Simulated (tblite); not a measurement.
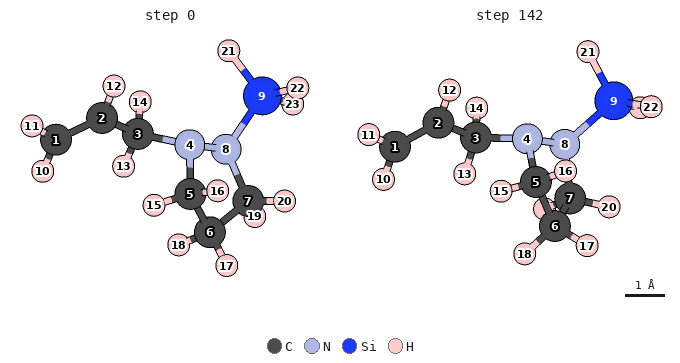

The structure of C$_{6}$H$_{14}$N$_{2}$Si before (left) and after (right) a relaxation, at one scale.

The picture is a ball-and-stick view, seen at a tilt.

Level of theory: tblite 0.8.0, GFN2-xTB geometry optimisation, gas phase. 

### Summarise the run.

The largest move after the best rigid fit is that of H19, 1.34 Å. Largest moves by element: H 1.34 Å, C 0.59 Å, Si 0.47 Å, N 0.20 Å. Among the contacts that change: N4–N8 1.491 → 1.417 Å, C3–N4 1.500 → 1.463 Å, C5–C6 1.510 → 1.545 Å, C1–C2 1.353 → 1.320 Å. Bond angles that change, for instance: N8–Si9–H22 109.3° → 116.5°, N8–Si9–H21 109.9° → 104.0°, H21–Si9–H23 109.1° → 113.8°. Groups turn about C7–N8 by about 50°, C6–C7 by about 45°, N4–N8 by about 35°. After 142 geometry steps the energy has fallen by 7.34 kcal/mol.
